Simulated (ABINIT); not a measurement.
# A GW chain in ABINIT: Te2Mo (P6_3/mmc)

Wanted: ground state, empty states, screening and self-energy for Te2Mo (P6_3/mmc).

Calculated with ABINIT 10.8.3; PBE and many-body steps on it, plane waves.

**What was measured.**

- Gap 0.96 ± 0.02 eV: smallest (indirect) quasiparticle gap from STS band onsets; scanning tunneling spectroscopy; 77 K; bulk crystal (um-thick flakes cleaved in ultrahigh vacuum) (“Surface transport and band gap structure of exfoliated 2H-MoTe2 crystals”, 2014, arxiv:1407.1219).

- Gap 0.83 ± 0.05 eV: smallest (indirect) gap from electron and hole threshold voltage difference; ionic-liquid gated field-effect transistor; 270 K; film (exfoliated flakes 20-40 nm thick on SiO2/Si) (“Surface transport and band gap structure of exfoliated 2H-MoTe2 crystals”, 2014, arxiv:1407.1219).

- Gap 1.06 eV: direct gap at K (A transition); photoreflectance; 295 K; bulk crystal (commercial Bridgman-grown bulk crystal) (“Photoacoustic and modulated reflectance studies of indirect and direct band gap in van der Waals crystals”, 2017, pmc:5684221).

- Gap 1.03 eV: direct optical gap (A exciton hot luminescence) from PL; photoluminescence; 300 K; bulk crystal (thick exfoliated flake, about 50 layers or more) (“Direct versus indirect band gap emission and exciton-exciton annihilation in atomically thin molybdenum ditelluride (MoTe2)”, 2016, arxiv:1602.03071).

- Gap 0.94 eV: indirect optical gap from PL (phonon-assisted emission peak); photoluminescence; 300 K; bulk crystal (thick exfoliated flake, about 50 layers or more) (“Direct versus indirect band gap emission and exciton-exciton annihilation in atomically thin molybdenum ditelluride (MoTe2)”, 2016, arxiv:1602.03071).

This is a selection; 1 further report is not listed.

## (1) The structure

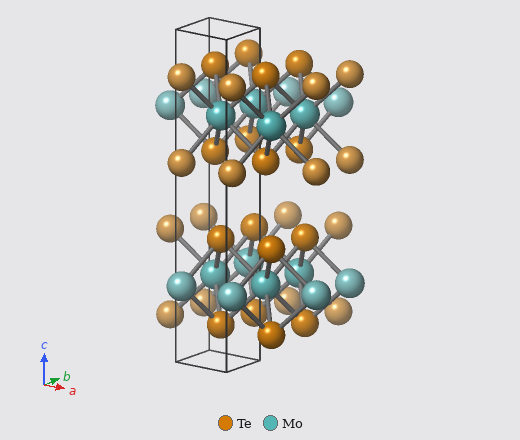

The starting structure, seen slightly off an axis (tellurium orange, molybdenum teal). 2×2×1 cells are drawn. Some periodic images of atoms are drawn too.

The cell and positions come from the Crystallography Open Database and are kept as given unless a step says otherwise. Spin-orbit coupling is left out unless a step names it.

## (2) Ground state

This step: ABINIT 10.8.3; DFT, PBE, plane waves, norm-conserving pseudopotentials.

The ground-state density comes first.

Input file run.abi:

```
acell 3*1.0 Angstrom
rprim 
  3.518200000003 -0.000000000001 0.000000000000
  -1.759100000001 3.046850575598 0.000000000000
  0.000000000000 0.000000000000 13.973600000000
ntypat 2
znucl 52 42
natom 6
typat 1 1 1 1 2 2
xred 
  0.333333333333 0.666666666667 0.621000000000
  0.666666666667 0.333333333333 0.121000000000
  0.333333333333 0.666666666667 0.879000000000
  0.666666666667 0.333333333333 0.379000000000
  0.333333333333 0.666666666667 0.250000000000
  0.666666666667 0.333333333333 0.750000000000
pp_dirpath "pseudos"
pseudos "Te.upf, Mo.upf"
ecut 39
ngkpt 6 6 1
nshiftk 1
shiftk 0 0 0
kptopt 1
chksymbreak 0
nband 69
occopt 1
tolvrs 1e-08
nstep 60
prtwf 0
optforces 0
optstress 0
indata_prefix "in"
outdata_prefix "out"
tmpdata_prefix "tmp"
```

The run is started by

```bash
OMP_NUM_THREADS=1 mpirun -n 7 abinit run.abi > log
```

Numbers of over 12 decimals in the logs are rounded to 6 here.

The log of the run:

```text
.Version 10.8.3 of ABINIT. v10.8.2 released Aug 2026.

 Symmetries : space group P6_3/m m c (#194); Bravais hP (primitive hexag.)
================================================================================
 Values of the parameters that define the memory need of the present run
     intxc =       0    ionmov =       0      iscf =       7    lmnmax =       8
     lnmax =       8     mgfft =     150  mpssoang =       4    mqgrid =    7424
     natom =       6  nloc_mem =       1    nspden =       1   nspinor =       1
    nsppol =       1      nsym =      24    n1xccc =    2501    ntypat =       2
    occopt =       1   xclevel =       2
-    mband =          69        mffmem =           1         mkmem =           1
       mpw =       11774          nfft =      240000          nkpt =           7
================================================================================
  Rough estimation (10% accuracy) of disk space for files :
================================================================================

--------------------------------------------------------------------------------
------------- Echo of variables that govern the present computation ------------
--------------------------------------------------------------------------------
 -outvars: echo values of preprocessed input variables --------
            acell      1.8897261259E+00  1.8897261259E+00  1.8897261259E+00 Bohr

      chksymbreak           0
             ecut      3.90000000E+01 Hartree
-          fftalg         312

              ixc     -101130
              kpt      0.00000000E+00  0.00000000E+00  0.00000000E+00
                       1.66666667E-01  0.00000000E+00  0.00000000E+00
                       3.33333333E-01  0.00000000E+00  0.00000000E+00
                       5.00000000E-01  0.00000000E+00  0.00000000E+00
                       1.66666667E-01  1.66666667E-01  0.00000000E+00
                       3.33333333E-01  1.66666667E-01  0.00000000E+00
                       3.33333333E-01  3.33333333E-01  0.00000000E+00
         kptrlatt        6    0    0      0    6    0      0    0    1
          kptrlen      2.64062770E+01
P           mkmem           1
            natom           6
            nband          69
            ngfft          40      40     150
             nkpt           7
            nstep          60
             nsym          24
           ntypat           2
              occ      2.000000  2.000000  2.000000  2.000000  2.000000  2.000000
                       2.000000  2.000000  2.000000  2.000000  2.000000  2.000000
                       2.000000  2.000000  2.000000  2.000000  2.000000  2.000000
                       2.000000  2.000000  2.000000  2.000000  2.000000  2.000000
                       2.000000  2.000000  2.000000  2.000000  2.000000  2.000000
                       2.000000  2.000000  2.000000  2.000000  2.000000  2.000000
                       2.000000  2.000000  2.000000  2.000000  2.000000  2.000000
                       2.000000  2.000000  2.000000  2.000000  2.000000  2.000000
                       2.000000  2.000000  2.000000  2.000000  2.000000  2.000000
                       2.000000  2.000000  2.000000  2.000000  2.000000  2.000000
                       2.000000  2.000000  0.000000  0.000000  0.000000  0.000000
                       0.000000  0.000000  0.000000
        optforces           0
        optstress           0
            prtwf           0
            rprim      3.5182000000E+00 -1.0000000000E-12  0.0000000000E+00
                      -1.7591000000E+00  3.0468505756E+00  0.0000000000E+00
                       0.0000000000E+00  0.0000000000E+00  1.3973600000E+01
          spgroup         194

           tolvrs      1.00000000E-08

             xred      3.3333333333E-01  6.6666666667E-01  6.2100000000E-01
                       6.6666666667E-01  3.3333333333E-01  1.2100000000E-01
[...]
znucl       52.00000   42.00000

================================================================================

 chkinp: Checking input parameters for consistency.

================================================================================
== DATASET  1 ==================================================================
-   mpi_nproc: 7, omp_nthreads: 1 (-1 if OMP is not activated)

--- !DatasetInfo
iteration_state: {dtset: 1, }
dimensions: {natom: 6, nkpt: 7, mband: 69, nsppol: 1, nspinor: 1, nspden: 1, mpw: 11774, }
cutoff_energies: {ecut:  39.0, pawecutdg:  -1.0, }
electrons: {nelect:   1.24000000E+02, charge:   0.00000000E+00, occopt:   1.00000000E+00, tsmear:   1.00000000E-02, }

 Real(R)+Recip(G) space primitive vectors, cartesian coordinates (Bohr,Bohr^-1):
 R(1)=  6.6484345  0.0000000  0.0000000  G(1)=  0.1504113  0.0868400  0.0000000
 R(2)= -3.3242172  5.7577131  0.0000000  G(2)=  0.0000000  0.1736801  0.0000000
 R(3)=  0.0000000  0.0000000 26.4062770  G(3)=  0.0000000  0.0000000  0.0378698
 Unit cell volume ucvol=  1.0108264E+03 bohr^3
 Angles (23,13,12)=  9.00000000E+01  9.00000000E+01  1.20000000E+02 degrees

 getcut: wavevector=  0.0000  0.0000  0.0000  ngfft=  40  40 150
         ecut(hartree)=     39.000   => boxcut(ratio)=   2.02063

--- Pseudopotential description ------------------------------------------------
- Te Generated using ONCVPSP code by D. R. Hamann
[...]
--- l  ekb(1:nproj) -->
[...]
pspatm: atomic psp has been read  and splines computed

- Mo Generated using ONCVPSP code by D. R. Hamann
- 42.00000  14.00000  171031                  znucl, zion, pspdat
12 -101130 2 -1 1640                          pspcod,pspxc,lmax,lloc,mmax
     nproj     2     2     2     0
  pspatm : epsatm=   15.95693798
         --- l  ekb(1:nproj) -->
[...]
pspatm: atomic psp has been read  and splines computed

   1.82892178E+04                                ecore*ucvol(ha*bohr**3)
--------------------------------------------------------------------------------

_setup2: Arith. and geom. avg. npw (full set) are   11752.417   11752.405

================================================================================

--- !BeginCycle
iteration_state: {dtset: 1, }
solver: {iscf: 7, nstep: 60, nline: 4, wfoptalg: 0, }
tolerances: {tolvrs: 1.00E-08, }

     iter   Etot(hartree)      deltaE(h)  residm     vres2
 ETOT  1  -1259.9414146611    -1.260E+03 7.472E-01 2.161E+03
 ETOT  2  -1259.8940950935     4.732E-02 1.923E-02 4.018E+04
 ETOT  3  -1262.4960175785    -2.602E+00 1.275E-02 1.054E+03
 ETOT  4  -1262.5523025868    -5.629E-02 2.653E-03 5.098E+01
 ETOT  5  -1262.5547136364    -2.411E-03 4.047E-04 8.005E-01
 ETOT  6  -1262.5547850889    -7.145E-05 8.110E-04 2.149E-01
 ETOT  7  -1262.5547846982     3.907E-07 2.200E-04 1.599E-01
 ETOT  8  -1262.5547922402    -7.542E-06 2.013E-04 6.059E-04
 ETOT  9  -1262.5547922565    -1.628E-08 1.022E-04 3.243E-04
 ETOT 10  -1262.5547922690    -1.252E-08 6.778E-05 6.855E-07
 ETOT 11  -1262.5547922691    -7.026E-11 3.945E-05 1.427E-07
 ETOT 12  -1262.5547922691    -1.683E-11 2.535E-05 1.492E-09

 At SCF step   12       vres2   =  1.49E-09 < tolvrs=  1.00E-08 =>converged.

--- !ResultsGS
iteration_state: {dtset: 1, }
comment   : Summary of ground state results
lattice_vectors:
- [  6.6484345,  -0.0000000,   0.0000000, ]
- [ -3.3242172,   5.7577131,   0.0000000, ]
- [  0.0000000,   0.0000000,  26.4062770, ]
lattice_lengths: [   6.64843,    6.64843,   26.40628, ]
lattice_angles: [ 90.000,  90.000, 120.000, ] # degrees, (23, 13, 12)
lattice_volume:   1.0108264E+03
convergence: {deltae: -1.683E-11, res2:  1.492E-09, residm:  2.535E-05, diffor:  0.000E+00, }
etotal    :  -1.26255479E+03
entropy   :   0.00000000E+00
fermie    :   3.64950872E-01
cartesian_stress_tensor: null
pressure_GPa: null
xred      :
- [  3.3333E-01,   6.6667E-01,   6.2100E-01, Te]
- [  6.6667E-01,   3.3333E-01,   1.2100E-01, Te]
- [  3.3333E-01,   6.6667E-01,   8.7900E-01, Te]
- [  6.6667E-01,   3.3333E-01,   3.7900E-01, Te]
- [  3.3333E-01,   6.6667E-01,   2.5000E-01, Mo]
- [  6.6667E-01,   3.3333E-01,   7.5000E-01, Mo]
cartesian_forces: null
force_length_stats: {min: null, max: null, mean: null, }

 Integrated electronic density in atomic spheres:
 ------------------------------------------------
 Atom  Sphere_radius  Integrated_density
[...]
================================================================================

 ----iterations are completed or convergence reached----

 Mean square residual over all n,k,spin=   17.940E-08; max=  25.348E-06
 reduced coordinates (array xred) for    6 atoms
[...]
0.666666666667      0.333333333333      0.121000000000
       0.333333333333      0.666666666667      0.879000000000
       0.666666666667      0.333333333333      0.379000000000
       0.333333333333      0.666666666667      0.250000000000
       0.666666666667      0.333333333333      0.750000000000
 rms dE/dt=  0.0000E+00; max dE/dt=  0.0000E+00; dE/dt below (all hartree)
    1       0.000000000000      0.000000000000      0.000000000000
    2       0.000000000000      0.000000000000      0.000000000000
    3       0.000000000000      0.000000000000      0.000000000000
    4       0.000000000000      0.000000000000      0.000000000000
    5       0.000000000000      0.000000000000      0.000000000000
    6       0.000000000000      0.000000000000      0.000000000000

 cartesian coordinates (angstrom) at end:
    1      3.3e-13     2.031234     8.677606
    2      1.759100     1.015617     1.690806
    3      3.3e-13     2.031234    12.282794
    4      1.759100     1.015617     5.295994
    5      3.3e-13     2.031234     3.493400
    6      1.759100     1.015617    10.480200
 length scales=  1.889726125908  1.889726125908  1.889726125908 bohr
              =  1.000000000000  1.000000000000  1.000000000000 angstroms
 prteigrs : about to open file out_EIG
 Fermi (or HOMO) energy (hartree) =   0.36495   Average Vxc (hartree)=  -0.40661
 Eigenvalues (hartree) for nkpt=   7  k points:
 kpt#   1, nband= 69, wtk=  0.02778, kpt=  0.0000  0.0000  0.0000 (reduced coord)
  -5.49383   -5.49382   -5.49382   -5.49382   -3.65755   -3.65755   -3.65755   -3.65755
  -3.65755   -3.65755   -3.65755   -3.65755   -3.65516   -3.65516   -3.65516   -3.65516
  -1.87049   -1.87049   -0.98423   -0.98423   -0.98402   -0.98402   -0.98367   -0.98367
  -0.98364   -0.98364   -0.98181   -0.98181   -0.98178   -0.98178   -0.98146   -0.98146
  -0.98141   -0.98141   -0.98138   -0.98113   -0.98078   -0.98077   -0.92112   -0.92112
  -0.91553   -0.91553   -0.91553   -0.91553   -0.11413   -0.10224   -0.08278   -0.06418
   0.14853    0.19631    0.25077    0.29785    0.29785    0.29842    0.29842    0.32641
   0.32650    0.32650    0.32780    0.32780    0.35298    0.36495    0.47176    0.47178
   0.47665    0.47674    0.47992    0.47992    0.48929
 prteigrs : prtvol=0 or 1, do not print more k-points.

--- !EnergyTerms
iteration_state     : {dtset: 1, }
comment             : Components of total free energy in Hartree
kinetic             :  4.23425889972354E+02
hartree             :  4.10747064915194E+02
xc                  : -1.65393466005594E+02
Ewald energy        : -6.60611993838795E+02
psp_core            :  1.80933316097207E+01
local_psp           : -1.24891225910008E+03
non_local_psp       : -3.99033598219053E+01
total_energy        : -1.26255479226910E+03
total_energy_eV     : -3.43558661091489E+04
band_energy         : -1.82372114899824E+02

== END DATASET(S) ==============================================================
================================================================================

 -outvars: echo values of variables after computation  --------
           etotal     -1.2625547923E+03
            nband          69
             nkpt           7
          spgroup         194
 [... the other variables as echoed above ...]

 Calculation completed.
```

Run time: 44 s. Hardware: 7 MPI ranks of Intel Xeon 6975P-C (Granite Rapids), shared host; peak memory 0.97 GiB; 5.1 min of CPU time.

This step gave:

* total energy: -34355.8661 eV
* gap: 0.8286 eV
* k of the valence top: 0, 0, 0
* k of the conduction bottom: 0.1667, 0.1667, 0
* least direct gap: 1.039 eV

The gap is indirect, with the least direct gap 0.21 eV higher.

(Continued in part 2 of 3.)

[Paths, hosts, dates, memory and timing lines, banners, echoed tables and standing remarks are left out of the program output.]

[Logs are printed without paths, hosts, clocks, repeated set-up lines and the standing remarks that a program may print on its own settings, such as how far it seeks lower states.]

[Runs of the session that timed out or met a known fault of the program may be left out.]

[Hosts, paths, dates, database ids (printed as entryN), source tags and the programs' standing remarks are cut or masked in the printed files.]

[G0W0 gaps are taken among the corrected bands and points alone; a level outside them can change the order at an edge.]

[Where Ansatz stands beside ABINIT at settings called matched, ABINIT's density can come from a denser mesh and the files from another edition; pairs whose starting gaps differed by over 0.03 eV were left out, so agreement reads better than it is.]
